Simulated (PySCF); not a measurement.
Molecule: Sn(F)(SiH3)3, SMILES [F][Sn]([SiH3])([SiH3])[SiH3]. Atoms near the plane z = 0.0 Å, at the PBE0/def2-SVP optimised geometry (x, y, z in Å): Si5 (1.3, 1.5, 0.0), H12 (0.8, 2.9, 0.0), H13 (2.8, 1.5, 0.0).

Method: PySCF 2.14.0 with PBE0/def2-TZVP, def2 effective core potentials past Kr. The core electrons that the potentials of Sn replace are not part of the density. Cells within 0.4 Å of a nucleus heavier than hydrogen are left out (blank, or x). The values are rescaled to run from 0 to 1.

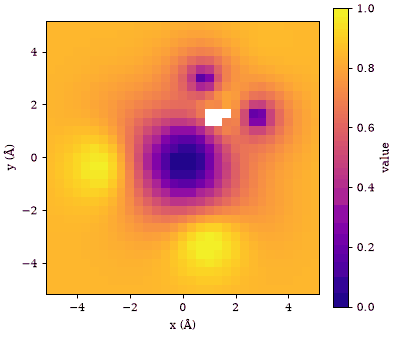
a field on the plane z = 0.0 Å.

Question: Which quantity is mapped?
A) an orbital amplitude
B) log10 of the electron density
C) electrostatic potential
D) deformation density (molecule minus spherical neutral atoms)

Answer: A, an orbital amplitude. In full: LUMO amplitude (bohr^(-3/2)).
